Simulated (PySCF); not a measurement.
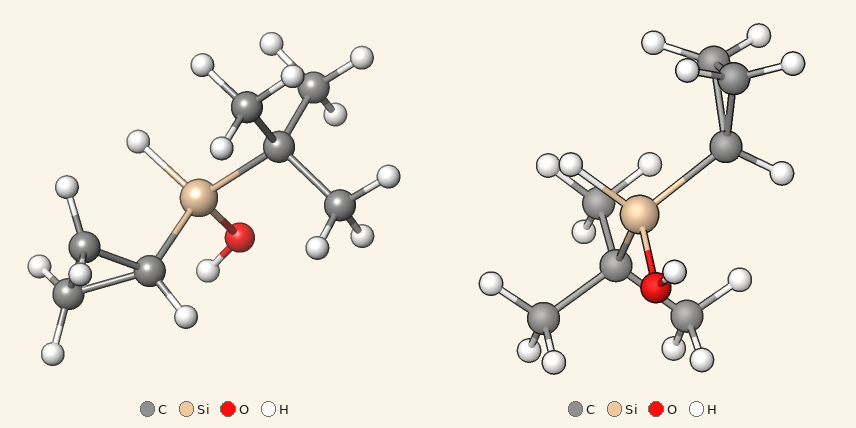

The same structure drawn twice, from different directions.

The geometry was computed by an optimisation with PBE0-D3(BJ)/def2-SVP. No frequency run is at hand to confirm it as a minimum.

Description:

It has 25 atoms: 7 carbon, 16 hydrogen, 1 oxygen and 1 silicon (C7H16OSi). As SMILES it reads `CC(C)(C)[Si@@H](O)C1CC1`. Independent rings (smallest set): 1 of 3 members. Among its groups: Si–H bond, Si–O bond. The point group is C1. Coordination, clear cases only: 4 C tetrahedral; 1 Si tetrahedral; 1 O bent.

The parts below concern this one geometry. Atoms keep their numbers from picture to picture.

## Geometry

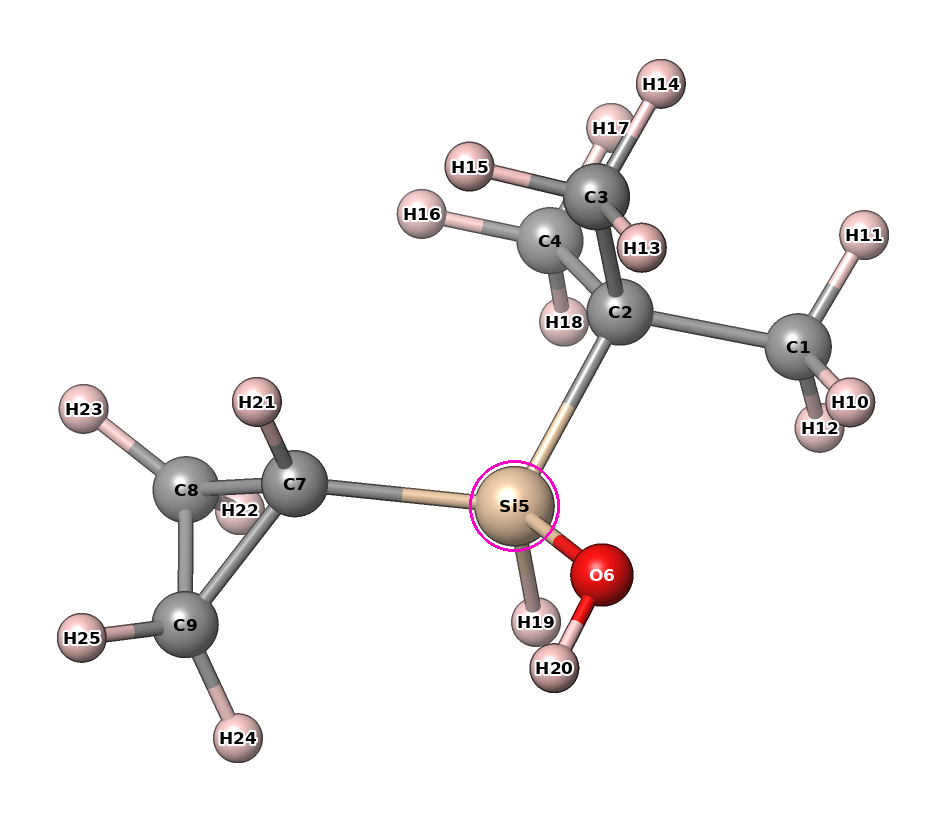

Atoms fade into the background with distance from the viewer. Circles mark the stereogenic atoms. No frequency run is at hand to confirm it as a minimum.

Question: Assign CIP descriptors.

Answer: Si5: S (priorities O6 > C2 > C7 > H19).

## Quadrupole coupling

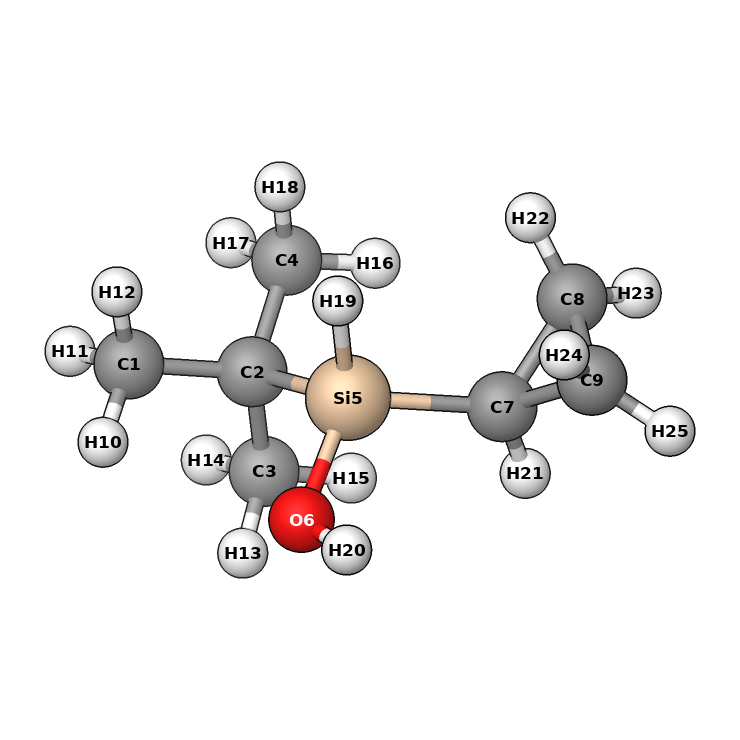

No frequency run is at hand to confirm it as a minimum. Electric field gradients from the ground-state density, PBE0/pcSseg-1 (PySCF 2.14.0), non-relativistic apart from any core potentials.

Give the largest field-gradient component, the quadrupole coupling constant and the asymmetry for 17O at O6 (Q = −25.6 mb), 2H at H10 (Q = 2.86 mb), 2H at H11 (Q = 2.86 mb), 2H at H12 (Q = 2.86 mb), 2H at H13 (Q = 2.86 mb).

```json
{"atom": "O6", "V_zz (a.u.)": "1.495", "e²qQ/h (MHz)": "−8.99", "η": "0.61"}
{"atom": "H10", "V_zz (a.u.)": "0.289", "e²qQ/h (MHz)": "0.194", "η": "0.02"}
{"atom": "H11", "V_zz (a.u.)": "0.287", "e²qQ/h (MHz)": "0.193", "η": "0.02"}
{"atom": "H12", "V_zz (a.u.)": "0.290", "e²qQ/h (MHz)": "0.195", "η": "0.03"}
{"atom": "H13", "V_zz (a.u.)": "0.289", "e²qQ/h (MHz)": "0.194", "η": "0.02"}
```

## NMR shielding

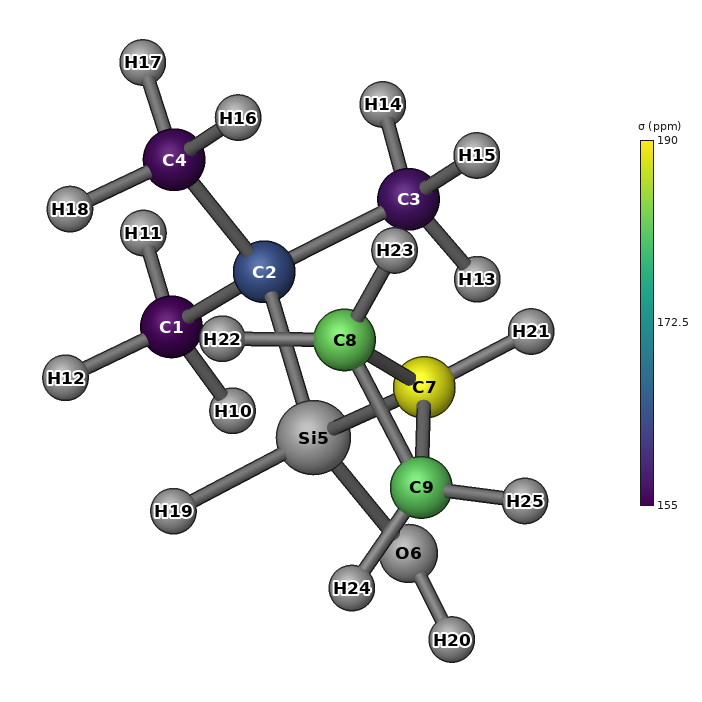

Atoms are coloured by their isotropic NMR shieldings (C only, the others grey). No frequency run is at hand to confirm it as a minimum. Method: GIAO CAM-B3LYP/pcSseg-1 NMR shielding, non-relativistic, gas phase (PySCF 2.14.0).

List the isotropic NMR shieldings of the C atoms.

```csv
atom,σ (ppm)
C1,155.5
C2,163.8
C3,156.8
C4,156.0
C7,188.4
C8,182.0
C9,181.4
```

## Excitation

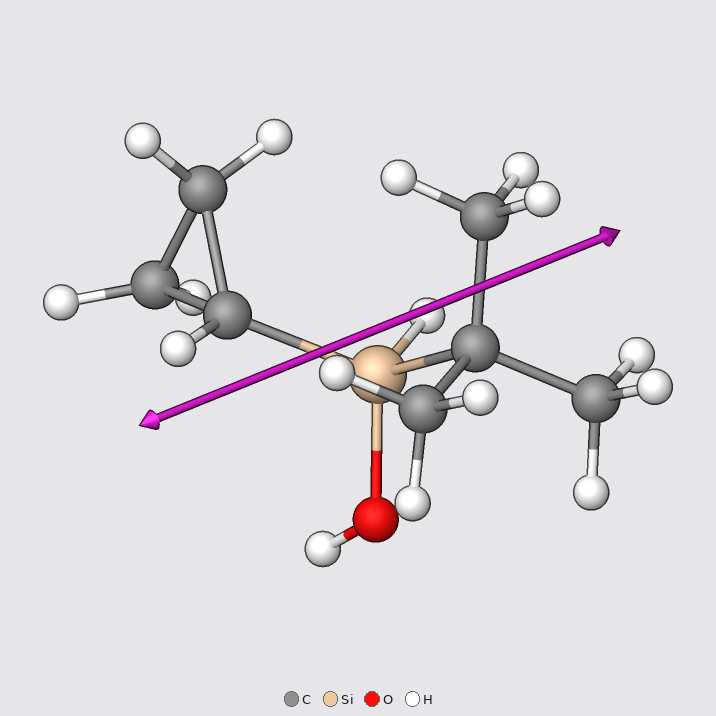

The double arrow shows the direction of the transition dipole to excited singlet state 9 (its length means nothing). No frequency run is at hand to confirm it as a minimum. Method: TDDFT CAM-B3LYP/def2-SVPD, vertical, gas phase, core orbitals frozen in the response (PySCF 2.14.0).

Question: Give its energy, strength and character.

Answer: 8.47 eV (146 nm), oscillator strength 0.021, of mixed character, with the largest part HOMO−1 → LUMO+3 (weight 0.29); transition dipole 0.82 D.
